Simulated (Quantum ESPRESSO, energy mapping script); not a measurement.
# MnS: exchange couplings from total energies, part 2 of 2

Wanted: the magnetic order of MnS, its couplings and an estimate of its ordering temperature, by PBE+U (4 eV), QE, GBRV.

PBE with U = 4 eV on Mn d, ortho-atomic projectors; plane waves, U on orthogonalised atomic orbitals unless named otherwise, collinear spin, no spin–orbit coupling.

So far. Step 10 (Run 9 (parallel; cell E, 6 atoms)): The run ends ferromagnetic. For each magnetic atom its energy differs from the parallel run of the first cell by 0.69 meV, an error that one common reference would have brought in. Step 11 (Uncompensated ++− start in cell E (6 atoms)): The run ends ferrimagnetic, 28.05 meV a magnetic atom below the parallel order of its cell.

The database entry behind the starting cell differs from later determinations by our own check (an axis about 0.2 % short against later determinations), so it need not match the best structure at ambient conditions.

### 12. Mapping onto a Heisenberg model

Each energy difference is a sum of couplings weighted by the pairs that the order reverses. A few near shells are fitted to the differences by least squares. Energies are those extrapolated to zero occupation width, not the free energies F.

The orders side by side; each is measured from the parallel order in the same cell and on the same mesh:

```
                      order  atoms  energy (meV a magnetic atom)  moments (μB)  moments kept as typed  opposed neighbours at 3.68, 5.21, 6.38 Å
         parallel in cell A      4                          0.00          4.51                    yes                                   0, 0, 0
   compensated +− in cell A      4                        -56.85          4.43                    yes                                  6, 6, 12
         parallel in cell B      4                          0.00          4.51                    yes                                   0, 0, 0
   compensated +− in cell B      4                        -21.44          4.48                    yes                                  8, 0, 16
         parallel in cell C      6                          0.00          4.51                    yes                                   0, 0, 0
uncompensated ++− in cell C      6                        -44.20  4.42 to 4.46                    yes                                  4, 4, 12
         parallel in cell D      6                          0.00          4.51                    yes                                   0, 0, 0
uncompensated ++− in cell D      6                        -39.76  4.43 to 4.47                    yes                             6.67, 2.67, 8
         parallel in cell E      6                          0.00          4.51                    yes                                   0, 0, 0
uncompensated ++− in cell E      6                        -28.05  4.46 to 4.48                    yes                            5.33, 1.33, 16
```

The Heisenberg fit (each pair counts twice, positive J is ferromagnetic):

```
 pair  distance (Å)  neighbours  J (meV)
Mn–Mn          3.68          12    -1.01
Mn–Mn          5.21           6    -3.49
Mn–Mn          6.38          24   -0.151
Mn–Mn          7.37          12   -0.400
```

Adding the shell at 8.24 Å gives -0.86, -3.4, -0.13, -0.43 and -0.12 meV and a mean-field temperature of 118 K, an exact solve that tests nothing.

In mean field these couplings order at 125 K, at q = (0.50, 0.50, 0.50) in fractions of the conventional cell's reciprocal vectors, and give a Curie–Weiss temperature of -320 K.

### 13. Monte Carlo

Mean field ignores fluctuations and overstates the ordering temperature, so the model is also sampled. The heat capacity peaks where order sets in.

Classical unit spins with these couplings on 8×8×4 copies of a cell that holds the lowest order (512 spins), heat-bath sweeps, cooled from random directions, 831 sweeps to settle and 2493 measured at each temperature, averaged over 8 runs.

```
T (K)  order along the lowest pattern  net moment  heat capacity (k_B a spin)
 15.0                            0.43        0.01                        1.03
 25.6                            0.39        0.01                        1.08
 41.6                            0.39        0.01                        1.19
 52.2                            0.36        0.01                        1.30
 62.9                            0.31        0.01                        1.53
 73.5                            0.26        0.02                        1.88
 78.9                            0.22        0.02                        1.80
 89.5                            0.16        0.02                        1.17
  100                            0.12        0.02                        0.66
  111                            0.10        0.02                        0.49
  127                            0.08        0.02                        0.35
  137                            0.08        0.02                        0.29
```

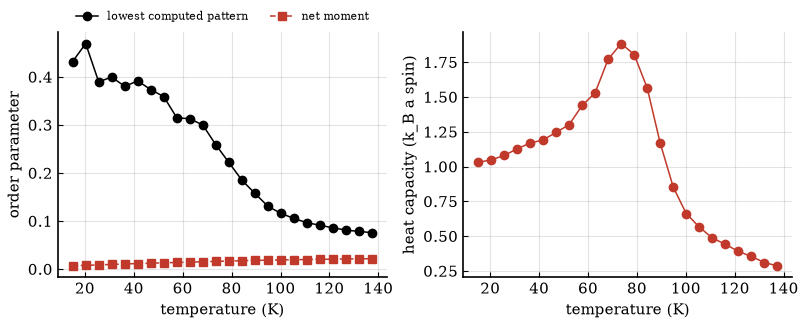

Order parameter and heat capacity against temperature.

The smoothed heat capacity peaks at 73.9 K. The order column follows one pattern alone; equivalent domains or another pattern share the rest.

### 14. Outcome

| Item | Value |
| --- | --- |
| lowest order tried | compensated +− in cell A |
| largest fitted value, Mn–Mn at 5.21 Å | -3.49 meV |
| ordering temperature, mean field | 125 K |
| heat-capacity peak, Monte Carlo | 73.9 K |

In words: Of the orders tried, MnS prefers the order “compensated +− in cell A” under PBE+U (4 eV), QE, GBRV, with 6 of 12 neighbours at 3.68 Å, 6 of 6 neighbours at 5.21 Å and 12 of 24 neighbours at 6.38 Å opposed, and the heat capacity of the fitted model peaks near 74 K (Monte Carlo, classical spins). The largest fitted coupling is the Mn–Mn pair at 5.21 Å, antiferromagnetic at -3.5 meV, across a ligand at about 180°. The straight metal–ligand–metal path outweighs the right-angled one, the pattern expected of superexchange through one ligand p orbital, which these runs do not test. The orders also reverse pairs at 8.24 Å, which are not fitted, so the fitted values hold their part too. With 5 differences for 4 couplings the fit misses by 1.4 meV at most, a small part of the spread. In the fitted orders moments change by up to 2.0 % against the parallel run of the same cell, so their size stays put. Monte Carlo puts the peak at 0.59 of the mean-field temperature, since mean field leaves out fluctuations. In tests on simple cubic and body-centred models such peaks lay 5 to 6 % under the bulk value. On cooling, the order along the one computed pattern stays at or under 0.47: the model settles in an equivalent domain, a degenerate mixture or another order. The Curie–Weiss temperature is 4.3 times the peak temperature in size, a mark of frustration. The parallel order holds 5 μB a magnetic atom, spin 2.5; the common factor (S+1)/S would raise the classical 73.9 K to 103 K, a correction that often overshoots. The classical value and the one scaled by (S+1)/S differ by a factor of 1.4, so closeness of either to the measured temperature is partly a matter of convention.

Computed beside measured:

```
                             quantity  measured  PBE+U (4 eV), QE, GBRV, Monte Carlo  PBE+U (4 eV), QE, GBRV, Monte Carlo × (S+1)/S
ordering temperature (spin model) (K)       150                         74 (-50.7 %)                                  103 (-31.0 %)
```

Measured values from arxiv:1108.4537 (2011).

**Verdict.** For the ordering temperature, of the levels listed nearest comes PBE+U (4 eV), QE, GBRV, Monte Carlo × (S+1)/S (-31.0 %, a clear miss) and farthest PBE+U (4 eV), QE, GBRV, Monte Carlo (-50.7 %, a clear miss). A U picked for its result is no test. No cell relaxation is part of this session.

[Logs and program files are shortened in this print: banners, set-up blocks, solver, clock and traceback lines can be left out without a mark of their own.]

[Logs are printed without paths, hosts, clocks, repeated set-up lines and the standing remarks that a program may print on its own settings, such as how far it seeks lower states.]

[Hosts, paths, dates, database ids (printed as entryN), source tags and the programs' standing remarks are cut or masked in the printed files.]

[Where a cell is said to come from a database of computed structures, the database is the Materials Project.]
